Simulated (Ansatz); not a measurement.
## Nudged elastic band of Si2NH9 (part 2 of 2)

Si2NH9; RKS B3LYP-D4/6-31G* (Ansatz 0.2.0). It belongs to a series of runs on one base structure; here: band between the two ends.

Geometry of the input (Å):
```
Si -0.2494  0.5100  0.1282
N  -0.4323  0.8682  1.8169
H  -1.3673  0.8645  2.2090
H  0.2189  0.4471  2.4708
H  1.1409  0.8510  -0.2717
H  -1.2227  1.3542  -0.6142
H  -0.4893  -0.9065  -0.2947
Si 1.8217  -2.8366  1.2502
H  0.7079  -3.7451  0.8781
H  2.4554  -2.2811  0.0284
H  2.8339  -3.5897  2.0365
H  1.2936  -1.7247  2.0851
```

## What the program printed, continued
```
NEB iter  38: max|band force component| = 4.423e-2 eV/Å  barrier→ = 2.0173 eV  barrier← = 1.8290 eV  CI = image 3  Δτ_max = 0.0196 Å  (138 SCF iters)
the calculation of the forces begins
reference -17391.73903134 eV, -639.1346208575 hartree; 22, 22 occupied and 49, 49 virtual orbitals, 813 factors
813 factors; integrals over basis functions are off by at most 7.4e-4 eV
mean field -17389.91977705 eV, -639.0677644957 hartree, gradient 1.8e-5 eV, S^2 0.000000; 1 other end points of the search recorded, 0 dependent functions left out
the calculation of the forces begins
reference -17389.92004913 eV, -639.0677744945 hartree; 22, 22 occupied and 49, 49 virtual orbitals, 813 factors
NEB iter  39: max|band force component| = 2.756e-2 eV/Å  barrier→ = 2.0168 eV  barrier← = 1.8286 eV  CI = image 3  Δτ_max = 0.0000 Å  (312 SCF iters)
```

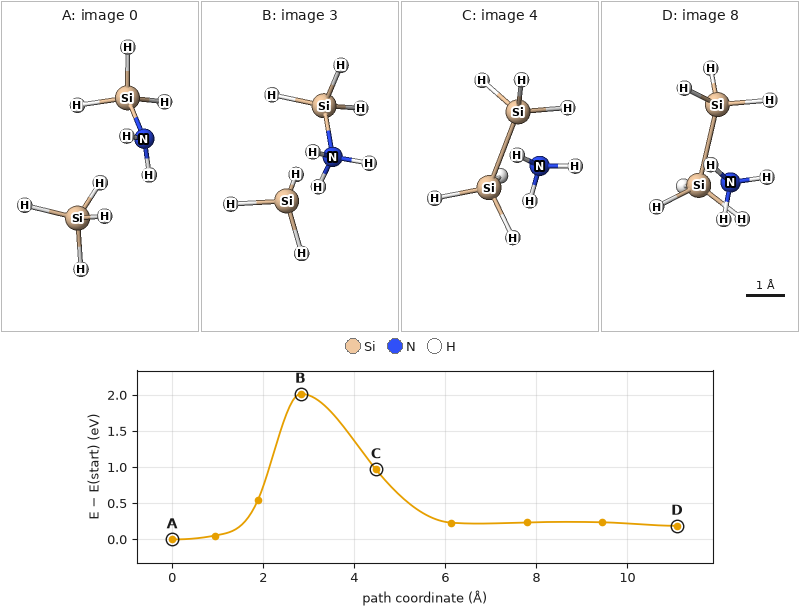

Images of the last band (counted from 0; ball-and-stick, seen at an oblique angle) above the energy along the path; the line is a cubic interpolation that uses the forces. The highest image is number 3, 2.017 eV above the start and 1.829 eV above the end (the climbing image); the end lies 0.188 eV above the start. The path is 11.09 Å long. The band converged in 39 iterations.

```
Total energy: -17390.30016013 eV, -639.0817433159 hartree
Atom 0 at     0.076177     0.099954     0.084661 Å, force     0.010970     0.006599    -0.001690 eV/Å
Atom 1 at    -0.157976     0.131862     1.985205 Å, force     0.007394     0.021157     0.012734 eV/Å
Atom 2 at    -1.136696     0.095717     2.294527 Å, force     0.004014    -0.007900     0.000799 eV/Å
Atom 3 at     0.302019     0.930073     2.438163 Å, force    -0.013721     0.011266    -0.003551 eV/Å
Atom 4 at     1.444325     0.448500    -0.331458 Å, force    -0.000037     0.003547     0.002569 eV/Å
Atom 5 at    -0.763215     1.324196    -0.139721 Å, force     0.001003    -0.003359    -0.001297 eV/Å
Atom 6 at    -0.615000    -1.007194    -0.597838 Å, force    -0.000567    -0.003505     0.000353 eV/Å
Atom 7 at     1.550556    -2.445331     1.073445 Å, force    -0.005739    -0.006226    -0.001155 eV/Å
Atom 8 at     0.708665    -3.682905     0.880209 Å, force     0.002030    -0.003362     0.004155 eV/Å
Atom 9 at     2.335536    -2.396862    -0.215817 Å, force    -0.003935    -0.001015    -0.002115 eV/Å
Atom 10 at     2.592177    -2.908678     2.062363 Å, force    -0.000328     0.004885    -0.003395 eV/Å
Atom 11 at     0.374633    -0.778133     2.188962 Å, force    -0.001086    -0.022087    -0.007405 eV/Å
Dipole moment:    -0.788118     1.202262     0.472202 e Å
this run last wrote the band of iteration 39 to [file]
```

## The last band as extended XYZ (Å, eV, eV/Å)
```
12
Properties=species:S:1:pos:R:3:forces:R:3 image=0 energy=-17392.31672
Si   -0.2494    0.5100    0.1282   -0.0066   0.0002  -0.0086
N    -0.4323    0.8682    1.8169   -0.0017  -0.0130   0.0257
H    -1.3673    0.8645    2.2090    0.0149   0.0014  -0.0023
H     0.2189    0.4471    2.4708   -0.0147   0.0123  -0.0154
H     1.1409    0.8510   -0.2717    0.0009  -0.0050   0.0016
H    -1.2227    1.3542   -0.6142    0.0008   0.0007  -0.0005
H    -0.4893   -0.9065   -0.2947    0.0069   0.0013  -0.0005
Si    1.8217   -2.8366    1.2502    0.0045  -0.0060   0.0096
H     0.7079   -3.7451    0.8781   -0.0025   0.0069  -0.0022
H     2.4554   -2.2811    0.0284   -0.0062   0.0034   0.0023
H     2.8339   -3.5897    2.0365   -0.0019   0.0037  -0.0010
H     1.2936   -1.7247    2.0851    0.0056  -0.0059  -0.0088
12
Properties=species:S:1:pos:R:3:forces:R:3 image=1 energy=-17392.26304
Si   -0.1942    0.4651    0.1408   -0.0229   0.0242  -0.0044
N    -0.4208    0.7067    1.8419   -0.0229   0.0776  -0.0069
H    -1.2396    0.3484    2.3163   -0.0195   0.0313  -0.0028
H     0.3855    0.6850    2.4510    0.0153  -0.0461   0.0031
H     1.2499    0.6759   -0.1425   -0.0171   0.0354   0.0150
H    -0.9953    1.4388   -0.6469   -0.0247   0.0023  -0.0433
H    -0.5711   -0.8943   -0.3566    0.0056   0.0106   0.0153
Si    1.6992   -2.7234    1.2206    0.0197  -0.0327   0.0045
H     0.7236   -3.8103    0.9507    0.0064  -0.0204   0.0038
H     2.2825   -2.2491   -0.0596    0.0064   0.0003   0.0098
H     2.7838   -3.2277    2.1020    0.0200  -0.0424  -0.0004
H     1.0079   -1.6038    1.9050    0.0338  -0.0402   0.0062
12
Properties=species:S:1:pos:R:3:forces:R:3 image=2 energy=-17391.77699
Si   -0.0594    0.2944    0.1605   -0.2514   0.3659   0.1361
N    -0.2358    0.2732    1.9059   -0.1467   0.2760  -0.1599
H    -1.1594    0.1292    2.2968   -0.0411   0.0797  -0.0010
H     0.2817    0.9552    2.4473   -0.0334   0.0573   0.0072
H     1.3711    0.4579   -0.2274   -0.1356   0.0055   0.1918
H    -0.8294    1.4340   -0.3667   -0.1149   0.2087  -0.4451
H    -0.5882   -0.9541   -0.4702    0.0520   0.0982   0.2432
Si    1.5693   -2.5194    1.1954    0.0264  -0.1500   0.2412
H     0.6772   -3.6822    0.9229   -0.0704  -0.0005   0.0982
H     2.2473   -2.2551   -0.1176   -0.1716   0.2563   0.1966
H     2.6456   -2.9666    2.1137    0.0937  -0.1116   0.1120
H     0.7914   -1.3553    1.8623    0.7929  -1.0855  -0.6204
12
Properties=species:S:1:pos:R:3:forces:R:3 image=3 energy=-17390.29989
Si    0.0762    0.1000    0.0847    0.0110   0.0066  -0.0017
N    -0.1580    0.1319    1.9852    0.0074   0.0212   0.0127
H    -1.1367    0.0957    2.2945    0.0040  -0.0079   0.0008
H     0.3020    0.9301    2.4382   -0.0137   0.0113  -0.0036
H     1.4443    0.4485   -0.3315    0.0000   0.0035   0.0026
H    -0.7632    1.3242   -0.1397    0.0010  -0.0034  -0.0013
H    -0.6150   -1.0072   -0.5978   -0.0006  -0.0035   0.0004
Si    1.5506   -2.4453    1.0734   -0.0057  -0.0062  -0.0012
H     0.7087   -3.6829    0.8802    0.0020  -0.0034   0.0042
H     2.3355   -2.3969   -0.2158   -0.0039  -0.0010  -0.0021
H     2.5922   -2.9087    2.0624   -0.0003   0.0049  -0.0034
H     0.3746   -0.7781    2.1890   -0.0011  -0.0221  -0.0074
12
Properties=species:S:1:pos:R:3:forces:R:3 image=4 energy=-17391.34655
Si    0.2162   -0.3210   -0.0424    0.0949  -0.2362  -0.0890
N     0.0201    0.1633    2.2871    0.0600   0.0121   0.1583
H    -0.9836    0.1359    2.4662    0.0818   0.0278   0.0706
H     0.3807    1.0477    2.6384    0.0366   0.0506   0.1058
H     1.4077    0.5220   -0.3507   -0.0103   0.0302  -0.0023
H    -0.9198    0.6573    0.0858   -0.0722  -0.3404   0.1116
H    -0.2371   -0.9832   -1.3115    0.2122   0.0124  -0.3726
Si    1.3392   -2.3326    0.7362   -0.1168   0.0667  -0.1766
H     0.5282   -3.5861    0.7944   -0.0966   0.0550  -0.0363
H     2.3308   -2.5083   -0.3632   -0.0005  -0.0665  -0.0629
H     2.1707   -2.3796    1.9940   -0.2292   0.2764  -0.0156
H     0.4582   -0.6044    2.7885    0.0401   0.1118   0.3092
12
Properties=species:S:1:pos:R:3:forces:R:3 image=5 energy=-17392.08481
Si    0.2797   -0.4003   -0.3810   -0.0123  -0.0211  -0.0158
N     0.1075    0.0507    2.5530    0.0071  -0.0065   0.0295
H    -0.8870    0.1663    2.7396    0.0046  -0.0055   0.0088
H     0.5353    0.9663    2.6792    0.0105  -0.0031   0.0012
H     1.1009    0.8261   -0.1944   -0.0062   0.0217   0.0098
H    -1.1177   -0.1574    0.0593   -0.0078  -0.0398  -0.0136
H     0.1979   -0.6304   -1.8589    0.0317   0.0211  -0.0312
Si    1.3189   -2.2770    0.5613   -0.0049   0.0129  -0.0154
H     0.3207   -3.2929    1.0051   -0.0162   0.0232   0.0144
H     2.1893   -2.9356   -0.4568   -0.0023  -0.0361  -0.0019
H     2.1871   -1.9569    1.7282   -0.0038   0.0238  -0.0110
H     0.4786   -0.5479    3.2883   -0.0004   0.0094   0.0253
12
Properties=species:S:1:pos:R:3:forces:R:3 image=6 energy=-17392.08105
Si    0.3523   -0.2957   -0.6207   -0.0039   0.0022   0.0051
N     0.1028   -0.3219    2.7696    0.0054   0.0020   0.0031
H    -0.9139   -0.2990    2.7124    0.0031   0.0000  -0.0002
H     0.4058    0.6424    2.8972   -0.0002   0.0013  -0.0014
H     1.3800    0.7345   -0.9507    0.0009   0.0053   0.0088
H    -0.7673    0.3965    0.0753   -0.0086  -0.0060  -0.0031
H    -0.1844   -0.8080   -1.9154    0.0081  -0.0018  -0.0078
Si    1.3164   -2.0335    0.6209   -0.0018   0.0004  -0.0075
H     0.3136   -2.8622    1.3407   -0.0023  -0.0006   0.0020
H     1.9738   -2.9471   -0.3704   -0.0014  -0.0044   0.0009
H     2.3961   -1.5795    1.5338   -0.0015  -0.0010   0.0000
H     0.3358   -0.8153    3.6299    0.0022   0.0027  -0.0001
12
Properties=species:S:1:pos:R:3:forces:R:3 image=7 energy=-17392.07907
Si    0.4266   -0.1994   -0.5982    0.0019  -0.0026  -0.0017
N    -0.0731   -0.4991    2.7680   -0.0028   0.0045   0.0012
H    -1.0785   -0.3527    2.6924   -0.0015  -0.0028  -0.0002
H     0.3376    0.4165    2.9431   -0.0004  -0.0027  -0.0013
H     1.3653    0.3161   -1.6374   -0.0008  -0.0037  -0.0073
H     0.0205    0.9605    0.2425    0.0079   0.0051   0.0025
H    -0.7915   -0.6840   -1.3108   -0.0066   0.0011   0.0056
Si    1.4124   -1.9543    0.6015    0.0020   0.0011   0.0041
H     0.4263   -2.8832    1.2094    0.0013  -0.0004  -0.0012
H     2.1787   -2.7666   -0.4001    0.0017   0.0026  -0.0010
H     2.4096   -1.4908    1.6019    0.0004   0.0007   0.0006
H     0.0774   -1.0517    3.6104   -0.0031  -0.0030  -0.0012
12
Properties=species:S:1:pos:R:3:forces:R:3 image=8 energy=-17392.12848
Si    0.4845   -0.1556   -0.4294   -0.0012  -0.0008   0.0051
N    -0.2291   -0.4707    2.5604   -0.0020   0.0018   0.0048
H    -1.2410   -0.4068    2.4643    0.0000   0.0014  -0.0021
H     0.0885    0.4307    2.9122   -0.0004   0.0008  -0.0022
H     0.8591   -0.0382   -1.8723    0.0002   0.0008  -0.0006
H     0.8751    1.1282    0.2169    0.0002  -0.0006   0.0005
H    -0.9988   -0.2801   -0.3844    0.0003  -0.0009  -0.0004
Si    1.5379   -1.9866    0.5788    0.0017  -0.0014  -0.0024
H     0.5529   -2.9814    1.0851    0.0008   0.0006   0.0010
H     2.4047   -2.7100   -0.4033    0.0000  -0.0003  -0.0008
H     2.4264   -1.5675    1.6974   -0.0007  -0.0004  -0.0004
H    -0.0490   -1.1507    3.2970    0.0012  -0.0011  -0.0027
```

## Results in brief

| quantity | value |
| --- | --- |
| outcome | converged |
| barrier, forward | 2.017 eV |
| barrier, backward | 1.829 eV |
| wall time | 15 min |
| peak memory | 0.14 GiB |

## Remarks

The order of the saddle point was not checked.
